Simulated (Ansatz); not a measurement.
# triplet ClF: levels of theory compared

We compute a comparison of 6 runs (U-r2SCAN/cc-pVTZ, UB3LYP/cc-pVTZ, UBLYP/cc-pVTZ, USVWN5/cc-pVTZ, RPA@PBE0/cc-pVTZ, UCCSD/cc-pVTZ) of triplet ClF. 

The results are computed with Ansatz 0.2.0.

33 further runs of the same task are left out: 33 set aside as unsound or not needed.

## Step 1: Starting point

The species is ClF (2 atoms), meant as a triplet with charge 0. SMILES of the parent species: `FCl`. The coordinates come from a PBE0-D4/def2-TZVP relaxation. That shape belongs to the parent species and isn't relaxed for this state.

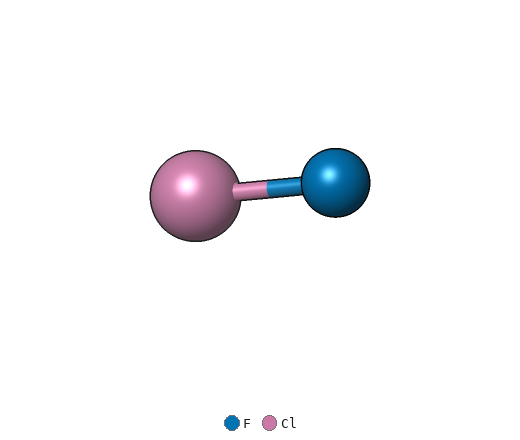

The structure, seen from a chosen angle (fluorine blue, chlorine pink).

## Step 2: A single-point energy at U-r2SCAN/cc-pVTZ (run 1)

input.yaml reads:

```yaml
basis:
  gaussian: {orbitals: cc-pVTZ}
crystal:
  periodic: [false, false, false]
  atoms:
    - {symbol: F, position_ang: [-0.000000, -0.000000, 0.031290]}
    - {symbol: Cl, position_ang: [0.000000, 0.000000, 1.650960]}
magnetization: {spin_polarized: true, initial_magnetization: 2}
accuracy: high
output: {orbitals: {seedname: orbitals}}
hamiltonian: {xc: {name: r2SCAN}}
```

Launch:

```console
$ ansatz run input.yaml --threads 1 --pin off --max-ram 3480MiB --events-out events.jsonl --progress --plain --runs-dir runs
```

The program printed:

```text
Warning: RAYON_NUM_THREADS=1 ignored (pool sized by the plan → 1); use --threads N
Functional definition: r2SCAN
  name "r2SCAN"
  parameter k0 = 0.174
  parameter k1 = 0.065
  parameter a1 = 4.9479
  exchange = r2scan_x(k0 = k0, k1 = k1, a1 = a1)
  correlation = r2scan_c
881 factors; integrals over basis functions are off by at most 4.0e-9 eV
mean field evaluation 1: about -15232.5486 eV, gradient 2.0e1 eV
mean field evaluation 2: about -15222.8079 eV, gradient 5.6e1 eV
mean field evaluation 4: about -15233.7179 eV, gradient 1.4e0 eV
mean field evaluation 8: about -15233.7265 eV, gradient 5.9e-2 eV
mean field evaluation 16: about -15233.7265 eV, gradient 1.1e-6 eV
mean field evaluation 32: about -15233.4632 eV, gradient 7.3e0 eV
mean field -15233.72654500 eV, -559.8291247379 hartree, gradient 3.2e-8 eV, S^2 2.006345; 1 other end points of the search recorded, 0 dependent functions left out
reference -15233.72654582 eV, -559.8291247681 hartree; 14, 12 occupied and 50, 52 virtual orbitals, 881 factors
Total energy: -15233.72654582 eV, -559.8291247681 hartree
```

It took 8.7 s on 1 thread of Arm Neoverse V2, shared host; peak memory 0.18 GiB.

## Step 3: The energy at UB3LYP/cc-pVTZ (run 2)

job.yaml reads:

```yaml
crystal:
  periodic: [false, false, false]
  atoms:
    - {symbol: F, position_ang: [-0.000000, -0.000000, 0.031290]}
    - {symbol: Cl, position_ang: [0.000000, 0.000000, 1.650960]}
basis:
  gaussian:
    orbitals: cc-pVTZ
magnetization:
  spin_polarized: true
  initial_magnetization: 2
hamiltonian:
  xc: {name: B3LYP}
accuracy: high
output: {orbitals: {seedname: orbitals}}
```

Launch:

```console
$ ansatz run job.yaml --threads 1 --pin off --max-ram 3480MiB --events-out events.jsonl --progress --plain --runs-dir runs
```

The program printed:

```text
Warning: RAYON_NUM_THREADS=1 ignored (pool sized by the plan → 1); use --threads N
Functional definition: B3LYP
  name "B3LYP"
  parameter a0 = 0.2
  parameter ax = 0.72
  parameter ac = 0.81
  exchange = (1 - a0 - ax)*slater_x + ax*b88_x + a0*exact_x
  correlation = (1 - ac)*vwn_rpa_c + ac*lyp_c
881 factors; integrals over basis functions are off by at most 4.0e-9 eV
mean field evaluation 1: about -15234.7720 eV, gradient 2.0e1 eV
mean field evaluation 2: about -15228.7325 eV, gradient 4.8e1 eV
mean field evaluation 4: about -15235.9165 eV, gradient 8.2e-1 eV
mean field evaluation 8: about -15236.0305 eV, gradient 1.4e-1 eV
mean field evaluation 16: about -15236.0306 eV, gradient 2.2e-5 eV
mean field -15236.03062167 eV, -559.9137979940 hartree, gradient 2.7e-8 eV, S^2 2.005251; 0 other end points of the search recorded, 0 dependent functions left out
reference -15236.03064420 eV, -559.9137988218 hartree; 14, 12 occupied and 50, 52 virtual orbitals, 881 factors
Total energy: -15236.03064420 eV, -559.9137988218 hartree
```

Wall time 3.9 s (1 thread of Arm Neoverse V2, shared host); peak memory 0.15 GiB.

Runs 3 to 5 aren't shown in full; the table further down has their settings and results.

## Step 4: The energy at UCCSD/cc-pVTZ (run 6)

input.yaml reads:

```yaml
crystal:
  periodic: [false, false, false]
  atoms:
    - symbol: F
      position_ang: [-0.000000, -0.000000, 0.031290]
    - symbol: Cl
      position_ang: [0.000000, 0.000000, 1.650960]
basis:
  gaussian:
    orbitals: cc-pVTZ
total_charge: 0
scf:
  omitted_lower_state_checks: [cluster_reference, increment]
correlation:
  method: ccsd
  frozen_orbitals: {Cl: 5, F: 1}
magnetization:
  spin_polarized: true
  initial_magnetization: 2
accuracy: high
```

Launch:

```console
$ ansatz run input.yaml --threads 1 --pin off --max-ram 3480MiB --events-out events.jsonl --progress --plain --runs-dir runs
```

The program printed (excerpt; [...] marks lines left out):

```text
Warning: RAYON_NUM_THREADS=1 ignored (pool sized by the plan → 1); use --threads N
Functional definition: HF
  name "HF"
[...]
881 factors; integrals over basis functions are off by at most 4.0e-9 eV
[...]
mean field -15205.45070257 eV, -558.7900066949 hartree, gradient 5.0e-8 eV, S^2 2.022518; 2 other end points of the search recorded, 0 dependent functions left out
6 core orbitals not correlated: weight in the atoms' cores, before any rotation towards them, 1.000 or more for the frozen orbitals, at most 0.000 for the correlated occupied ones
reference -15205.45070257 eV, -558.7900066949 hartree; 8, 6 occupied and 50, 52 virtual orbitals, 881 factors
second order -11.55230718 eV of doubles, -0.00000000 eV of singles
cycle   1  -11.70885755 eV  change   -1.6e-1 eV  update   8.8e-2
[...]
cycle  20  -12.12457948 eV  change   8.1e-10 eV  update   1.7e-9
Total energy: -15217.57528206 eV, -559.2355767726 hartree
Checks for a lower state left out: cluster_reference, increment
```

Wall time 3.9 s (1 thread of Arm Neoverse V2, shared host); peak memory 0.28 GiB.

## Step 5: The series

```csv
run,level,frozen core orbitals,energy (Eh),HOMO energy (eV),⟨S²⟩,wall time
1,U-r2SCAN/cc-pVTZ,–,-559.829125,-4.96,2.006,8.7 s
2,UB3LYP/cc-pVTZ,–,-559.913799,-5.86,2.005,3.9 s
3,UBLYP/cc-pVTZ,–,-559.899692,-4.39,2.003,3.9 s
4,USVWN5/cc-pVTZ,–,-557.791047,-4.63,2.002,2.8 s
5,RPA@PBE0/cc-pVTZ,6,-559.402045,–,2.006,4.5 s
6,UCCSD/cc-pVTZ,6,-559.235577,–,2.023,3.9 s
```

## Step 6: Outcome

| quantity | value |
| --- | --- |
| run 6: total energy | -559.23558 Eh |
| run 6: correlation energy (6 core orbitals frozen) | -445.6 mEh |
| run 6: ⟨S²⟩ of the reference determinant | 2.023 |
| run 6: T1 diagnostic | 0.031 |

**Reading.** Totals of different functionals can't be ranked against each other. All runs together took 28 s, the longest 8.7 s.
